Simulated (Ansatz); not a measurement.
C$_{3}$H$_{6}$F$_{2}$ (SMILES CC(C)(F)F)

```xyz
11

C    -1.8407    0.1181    1.5135
C    -2.2170    1.2995    0.6386
C    -1.2093    1.6863   -0.4281
F    -2.4397    2.3959    1.4517
F    -3.4249    1.0248    0.0239
H    -0.9022    0.3266    2.0612
H    -1.7050   -0.7909    0.8974
H    -2.6519   -0.0606    2.2446
H    -1.0462    0.8451   -1.1283
H    -1.5990    2.5543   -0.9929
H    -0.2433    1.9628    0.0354
```

Geometry: PBE-D3(BJ)/def2-SVP.

These are results of isolated molecule in a Gaussian basis; Kohn-Sham density functional theory, functional PBE0 in Ansatz 0.2.0, not measurements.

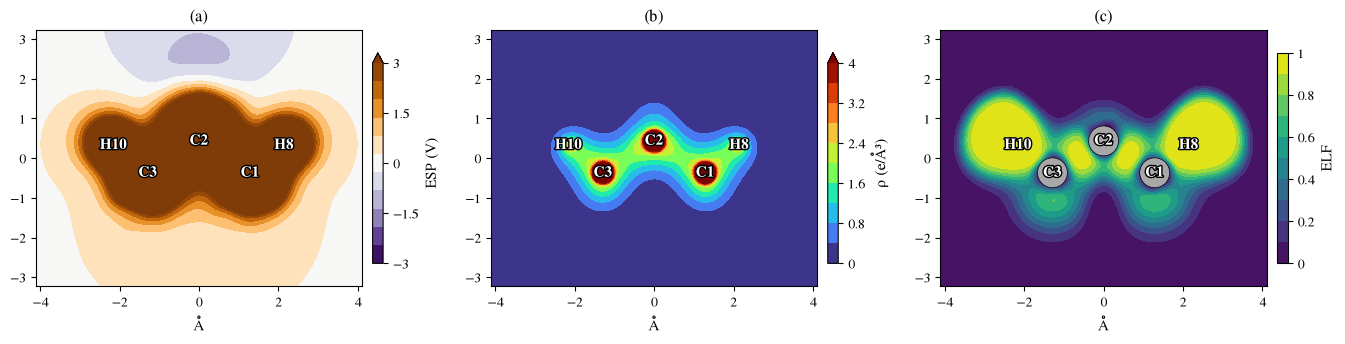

Figure 1. (a) molecular electrostatic potential; (b) electron density; (c) ELF on the plane of atoms C2, C3 and H10. Grey discs cover the atomic cores in the ELF map.

Q: Interpret the plot.

A: Atoms in the plane: C and H.
C–C (1.52 Å): ρ at the midpoint is about 1.8 e/Å³; the ELF peaks at about 0.95 between the atoms, as expected for a covalent bond.
C–H (1.11 Å): ρ at the midpoint is about 1.9 e/Å³; the ELF climbs to about 1 towards the hydrogen, as it does in any bond to H; a covalent bond by its length.
Outside the dense part of the molecule the potential is most negative (−1.0 V) near F5, which lies off the plane.

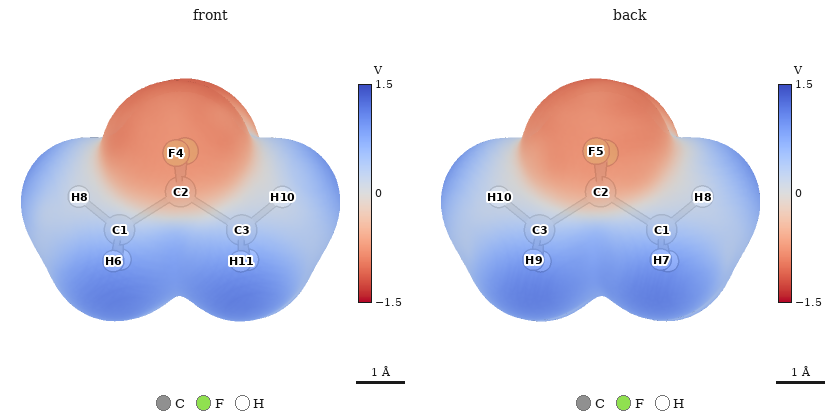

Figure 2. The electrostatic potential painted on the density surface at 0.002 e/bohr³, seen from the front and from behind; the colour scale runs from red (negative) to blue (positive).

Q: Describe the electrostatic potential map.

A: The most negative region (about −1.0 V) lies over F4 and F5, the most positive (about +1.1 V) over H6, H7, H9 and H11.

Q: What dipole moment does the calculation give?

A: Its dipole moment is 2.41 D.

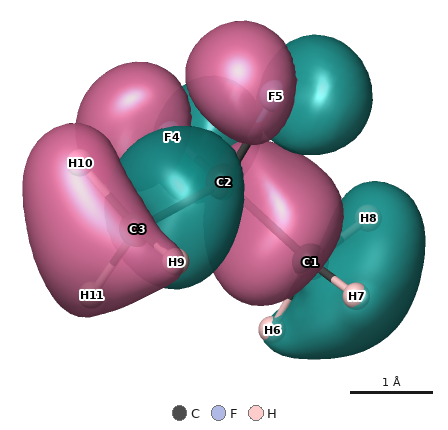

Figure 3. The HOMO at ±0.08 Å⁻³ᐟ² (teal and pink are the two phases), seen at an oblique angle.

Q: Where does this orbital lie, and at what energy?

A: It lies mainly on F4 (about 20 %), F5 (about 20 %), C2 (about 20 %), C1 (about 15 %) and C3 (about 15 %). Its energy is −9.53 eV.
